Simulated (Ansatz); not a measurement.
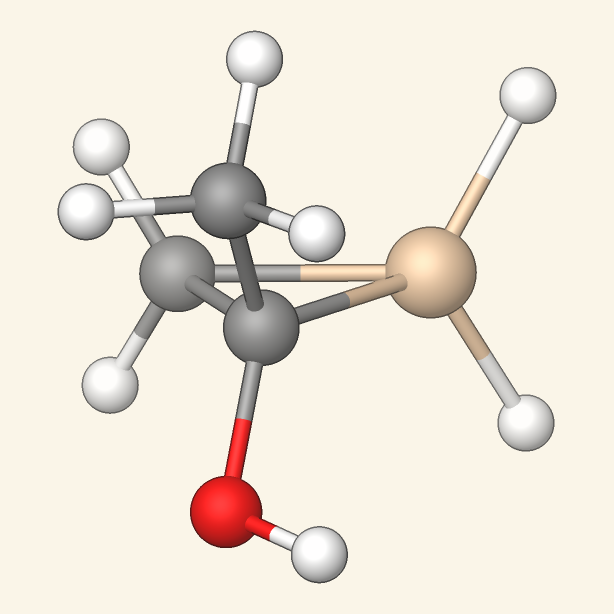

A ball-and-stick model of a molecule. Colours: carbon grey, oxygen red, silicon light orange, hydrogen white.

The computed structure is the end point of a PBE0-D4/def2-TZVP optimisation.

Identify the structure.

It has 13 atoms: 3 carbon, 8 hydrogen, 1 oxygen and 1 silicon (C₃H₈OSi). Its SMILES string is `C[C@@]1(O)C[SiH2]1`. Independent rings (smallest set): 1 of 3 members. Among its groups: alcohol, Si–H bond. The point group is C1. Coordination, clear cases only: 1 C tetrahedral; 1 O bent.

More results for the same structure follow; atom numbers are the same in all pictures, views and colours differ.

**Shape**

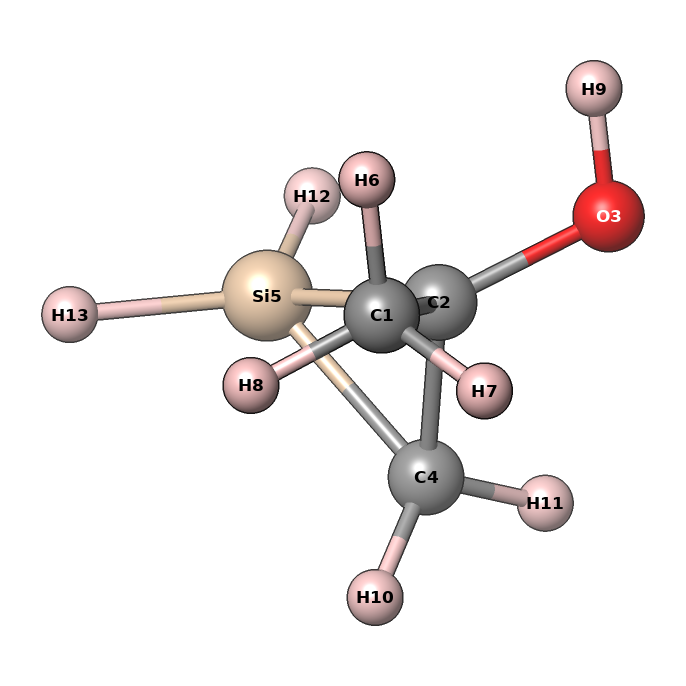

C2 lies behind C1. The molecule seen a little off the C1–C2 bond, C1 in front. Depth is shown by fading: the farther an atom, the more it takes the colour of the background.

**What is the torsion angle H6–C1–C2–Si5? The sign is positive where the front bond must turn clockwise to cover the back bond.**

−91°, about perpendicular.

**Levels of theory compared**

Program: Ansatz 0.2.0.

At this fixed geometry, give HOMO–LUMO gap (eV), dipole (D), HOMO energy (eV) at these levels: B3LYP-D4/def2-TZVPP; PBE-D4/def2-TZVPP; r2SCAN-D4/def2-TZVPP; ωB97M-V/def2-TZVPP.

| level | HOMO–LUMO gap (eV) | dipole (D) | HOMO energy (eV) |
| --- | --- | --- | --- |
| B3LYP-D4/def2-TZVPP | 6.05 | 1.35 | −6.17 |
| PBE-D4/def2-TZVPP | 4.53 | 1.19 | −5.20 |
| r2SCAN-D4/def2-TZVPP | 5.02 | 1.25 | −5.39 |
| ωB97M-V/def2-TZVPP | 10.26 | 1.40 | −8.51 |

**Vibrations**

Harmonic vibrations computed with RKS PBE0-D4/def2-TZVP (Ansatz 0.2.0) at a stationary point of the same level.

**How many vibrational modes are there, and where do they lie?**

33 modes: 162, 253, 299, 326, 361, 420, 477, 552, 582, 628, 659, 798, 846, 918, 951, 980, 988, 1084, 1198, 1243, 1339, 1399, 1410, 1472, 1485, 2247, 2275, 3028, 3100, 3121, 3132, 3218, 3852 cm⁻¹.

**Charges**

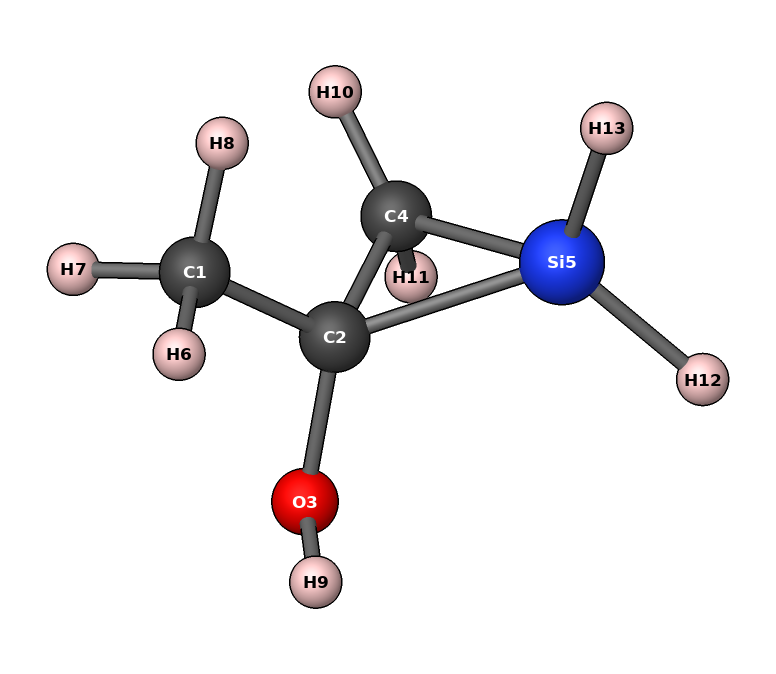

The questions are on Mulliken charges. Level of theory: RKS PBE-D4/def2-TZVPP (Ansatz 0.2.0).

List the Mulliken charges.

```csv
atom,value (e)
C1,−0.25
C2,0.14
O3,−0.30
C4,−0.20
Si5,0.12
H6,0.07
H7,0.08
H8,0.07
H9,0.19
H10,0.08
H11,0.09
H12,−0.05
H13,−0.06
```

**Thermal motion**

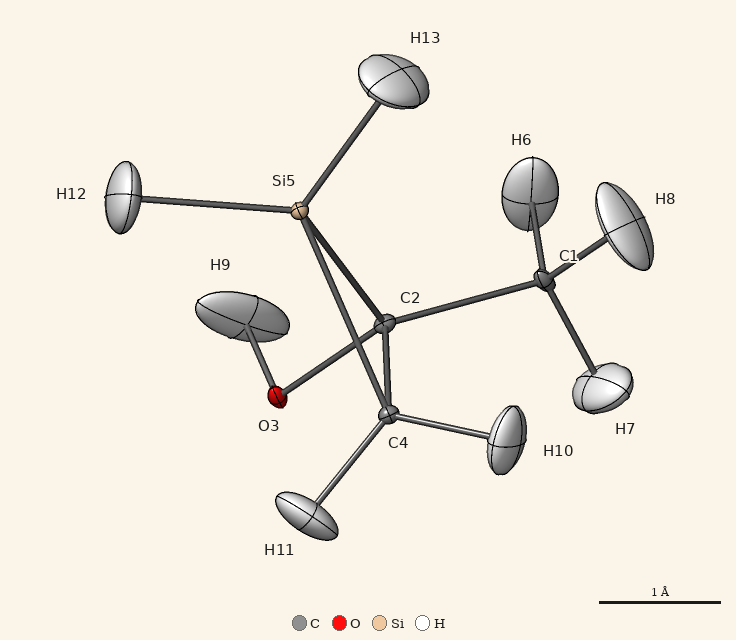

Displacement ellipsoids at the 50 % level, from the internal vibrations of the free molecule (harmonic, no overall translation or rotation; no half-axis is drawn under 0.075 Å). Vibrations computed with RKS PBE0-D4/def2-TZVP (Ansatz 0.2.0). Temperature: 400 K.

**Which atom has the largest mean-square displacement?**

H9, with U_eq = 0.0418 Å².

**Does H9 move more along its bond or across it?**

Across it: the root-mean-square amplitude is 0.075 Å along the bond and up to 0.316 Å across, since bending and torsion are softer than stretching.

List U_eq and the three principal root-mean-square amplitudes for each kind of atom.

```json
{"atom": "C1", "U_eq (Å²)": "0.0035", "rms amplitudes (Å)": "0.042, 0.043, 0.084"}
{"atom": "C2", "U_eq (Å²)": "0.0025", "rms amplitudes (Å)": "0.037, 0.050, 0.062"}
{"atom": "O3", "U_eq (Å²)": "0.0032", "rms amplitudes (Å)": "0.039, 0.041, 0.080"}
{"atom": "C4", "U_eq (Å²)": "0.0024", "rms amplitudes (Å)": "0.041, 0.047, 0.056"}
{"atom": "Si5", "U_eq (Å²)": "0.0013", "rms amplitudes (Å)": "0.020, 0.037, 0.044"}
{"atom": "H6", "U_eq (Å²)": "0.0316", "rms amplitudes (Å)": "0.082, 0.151, 0.256"}
{"atom": "H7", "U_eq (Å²)": "0.0335", "rms amplitudes (Å)": "0.100, 0.156, 0.258"}
{"atom": "H8", "U_eq (Å²)": "0.0355", "rms amplitudes (Å)": "0.082, 0.178, 0.260"}
{"atom": "H9", "U_eq (Å²)": "0.0418", "rms amplitudes (Å)": "0.073, 0.141, 0.316"}
{"atom": "H10", "U_eq (Å²)": "0.0227", "rms amplitudes (Å)": "0.084, 0.153, 0.194"}
{"atom": "H11", "U_eq (Å²)": "0.0230", "rms amplitudes (Å)": "0.086, 0.153, 0.195"}
{"atom": "H12", "U_eq (Å²)": "0.0359", "rms amplitudes (Å)": "0.092, 0.194, 0.248"}
{"atom": "H13", "U_eq (Å²)": "0.0347", "rms amplitudes (Å)": "0.092, 0.193, 0.242"}
```

Mulliken values depend strongly on the basis set and can even reverse the polarity of a bond.
